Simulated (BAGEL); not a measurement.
# GeH2Cl2 (dichlorogermane), step by step

Aim: a single-point energy (HF/def2-SVP), then the energy (NEVPT2(2,2)/def2-SVP), then a single-point energy (CASPT2(2,2)/def2-SVP) of GeH2Cl2 (dichlorogermane). 

The results are computed with BAGEL 1.2.2.

1 further run of the same task is left out (set aside as unsound or not needed).

**1. Starting point**

The species is GeH2Cl2 (5 atoms), meant as a singlet with charge 0. SMILES: `[Cl][GeH2][Cl]`. The Ge2–H4 distance was set to 4.279 Å, away from the relaxed value. At this shape a bond of the SMILES string is far longer than usual.

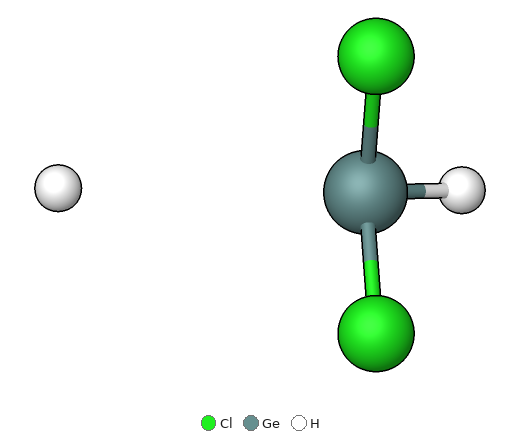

Viewed from a chosen angle; chlorine green, germanium teal, hydrogen white.

**2. A single-point energy at HF/def2-SVP (density fitting with svp-jkfit) (run 1)**

hf.json reads:

```json
{ "bagel" : [

{
  "title" : "molecule",
  "basis" : "svp",
  "df_basis" : "svp-jkfit",
  "angstrom" : true,
  "geometry" : [
    { "atom" : "Cl", "xyz" : [   -1.364153,    0.931858,    3.470242 ] },
    { "atom" : "Ge", "xyz" : [    0.434747,    1.169858,    2.336642 ] },
    { "atom" : "Cl", "xyz" : [    1.986747,    0.059358,    3.304042 ] },
    { "atom" : "H", "xyz" : [   -0.198900,   -0.525000,   -1.541400 ] },
    { "atom" : "H", "xyz" : [    0.820947,    2.648458,    2.361142 ] }
  ]
},
{
  "title" : "hf"
},
{
  "title" : "print",
  "file" : "orbitals.molden",
  "orbitals" : true
}

]}
```

The run is started by

```console
$ BAGEL_NUM_THREADS=1 BAGEL hf.json > hf.out
```

Log:

```text
* using 1 threads per process

  ===============================================================
  ===============================================================

  *** Geometry ***

  { "atom" : "Cl", "xyz" : [     -2.577876,      1.760956,      6.557807 ] },
  { "atom" : "Ge", "xyz" : [      0.821553,      2.210711,      4.415613 ] },
  { "atom" : "Cl", "xyz" : [      3.754408,      0.112170,      6.243734 ] },
  { "atom" : "H", "xyz" : [     -0.375867,     -0.992106,     -2.912824 ] },
  { "atom" : "H", "xyz" : [      1.551365,      5.004860,      4.461912 ] },

  Number of auxiliary basis functions:      558

  Since a DF basis is specified, we compute 2- and 3-index integrals:
    o Being stored without compression. Storage requirement is 0.027 GB

  Number of basis functions:       78
  Number of electrons      :       68

    * METHOD: MOLECULE                             0.29

  *** RHF ***

  === Nuclear Repulsion ===
   337.7270867545

      * DIIS with orbital gradients will be used.

  === RHF iteration (svp) ===
      0      -2994.63631867          0.01116709           0.10
      1      -2994.53254286          0.01382315           0.10
      2      -2994.79448969          0.00291450           0.10
[... 10 lines of this table left out ...]
     13      -2994.80586539          0.00000001           0.10
    * SCF iteration converged.

    * Permanent dipole moment:
           (   -0.274763,    -0.926814,    -0.674566) a.u.

    * METHOD: HF                                   1.62

    * METHOD: PRINT                                0.02

  ===============================================================
```

Wall time 2 s (1 thread of Arm Neoverse V1, shared host); peak memory 0.14 GiB.

**3. A single-point energy at NEVPT2(2,2)/def2-SVP (density fitting with svp-jkfit) (run 2)**

job.json reads:

```json
{ "bagel" : [

{
  "title" : "molecule",
  "basis" : "svp",
  "df_basis" : "svp-jkfit",
  "angstrom" : "true",
  "geometry" : [
    { "atom" : "Cl", "xyz" : [   -1.364153,    0.931858,    3.470242 ] },
    { "atom" : "Ge", "xyz" : [    0.434747,    1.169858,    2.336642 ] },
    { "atom" : "Cl", "xyz" : [    1.986747,    0.059358,    3.304042 ] },
    { "atom" : "H", "xyz" : [   -0.198900,   -0.525000,   -1.541400 ] },
    { "atom" : "H", "xyz" : [    0.820947,    2.648458,    2.361142 ] }
  ]
},
{
  "title" : "hf"
},
{
  "title" : "casscf",
  "nstate" : 1,
  "nact" : 2,
  "nclosed" : 33,
  "active" : [34, 35],
  "maxiter" : 200,
  "natocc" : "true"
},
{
  "title" : "nevpt2",
  "nstate" : 1,
  "nact" : 2,
  "nclosed" : 33,
  "active" : [34, 35],
  "maxiter" : 200,
  "natocc" : "true",
  "ncore" : 19
},
{
  "title" : "print",
  "file" : "orbitals.molden",
  "orbitals" : "true"
}

]}
```

The run is started by

```console
$ BAGEL_NUM_THREADS=1 BAGEL job.json > job.out
```

Log:

```text
* using 1 threads per process

  ===============================================================
  ===============================================================

  *** Geometry ***

[... 29 lines left out ...]
    * SCF iteration converged.
[... 1 line left out ...]
    * Permanent dipole moment:
[... 27 lines left out ...]
    * Second-order optimization converged. *
[... 9 lines left out ...]
     * ci vector, state   0, <S^2> = 0.0000
[... 3 lines left out ...]
    * METHOD: CASSCF                               3.87

    * freezing 19 orbitals

  === DF-NEVPT2 calculation ===

    * 3-index integral transformation done
    * assembly done

      NEVPT2 correlation energy:   -0.4715616830      0.12

          (+0)     -0.4350085954
          (+0)'    -0.0035452711
          (+1)     -0.0121041291
          (+1)'    -0.0000000000
          (+2)     -0.0000107319
          (-1)     -0.0208642897
          (-1)'     0.0000000000
          (-2)     -0.0000286657

      NEVPT2 total energy:       -2995.4210880300

    * METHOD: NEVPT2                               0.27

    * METHOD: PRINT                                0.02

  ===============================================================
```

Run time: 6.3 s. Hardware: 1 thread of Arm Neoverse V1, shared host; peak memory 0.14 GiB.

**4. The energy at CASPT2(2,2)/def2-SVP (density fitting with svp-jkfit) (run 3)**

calc.json reads:

```json
{ "bagel" : [

{
  "title" : "molecule",
  "basis" : "svp",
  "df_basis" : "svp-jkfit",
  "angstrom" : "true",
  "geometry" : [
    { "atom" : "Cl", "xyz" : [      -1.364153,       0.931858,       3.470242 ] },
    { "atom" : "Ge", "xyz" : [       0.434747,       1.169858,       2.336642 ] },
    { "atom" : "Cl", "xyz" : [       1.986747,       0.059358,       3.304042 ] },
    { "atom" : "H", "xyz" : [      -0.198900,      -0.525000,      -1.541400 ] },
    { "atom" : "H", "xyz" : [       0.820947,       2.648458,       2.361142 ] }
  ]
},

{ "title" : "hf" },

{ "title" : "casscf", "nstate" : 1, "nact" : 2, "nclosed" : 33, "active" : [34, 35], "maxiter" : 200, "natocc" : "true" },

{ "title" : "print", "file" : "orbitals.molden", "orbitals" : "true" },

{ "title" : "smith", "method" : "caspt2", "ms" : "true", "xms" : "true", "sssr" : "true", "shift" : 0.2, "shift_imag" : "true", "ncore" : 19 }

]}
```

The run is started by

```console
$ BAGEL_NUM_THREADS=1 BAGEL calc.json > calc.out
```

Log:

```text
* using 1 threads per process

  ===============================================================
  ===============================================================

  *** Geometry ***

[... 31 lines left out ...]
    * Permanent dipole moment:
[... 37 lines left out ...]
     * ci vector, state   0, <S^2> = 0.0000
[... 21 lines left out ...]
       #      aibj      arbs      arbi      airj      risj      airs      arst      rist         Etot      error   time
[... 7 lines left out ...]
      ------------------------------------------------------------------------------------------------------------------

    * CASPT2 energy : state  0    -2995.4251506188
        w/o shift correction      -2995.4226732848
        reference weight              0.8686742509

    * METHOD: SMITH                                0.45

  ===============================================================
```

Run time: 6.3 s. Hardware: 1 thread of Arm Neoverse V1, shared host; peak memory 0.15 GiB.

**5. What came out**

```
                                 quantity           value
         run 1, HF/def2-SVP: total energy  -2994.80587 Eh
        run 1, HF/def2-SVP: dipole moment          3.00 D
          run 1, HF/def2-SVP: HOMO energy        -7.41 eV
          run 1, HF/def2-SVP: LUMO energy        -3.06 eV
        run 1, HF/def2-SVP: HOMO–LUMO gap         4.35 eV
run 2, NEVPT2(2,2)/def2-SVP: total energy  -2995.42109 Eh
run 3, CASPT2(2,2)/def2-SVP: total energy  -2995.42515 Eh
```

What this shows: One bond (run 1, HF/def2-SVP) is far stretched, which a spin-restricted single reference describes badly; a broken-symmetry solution may lie lower.
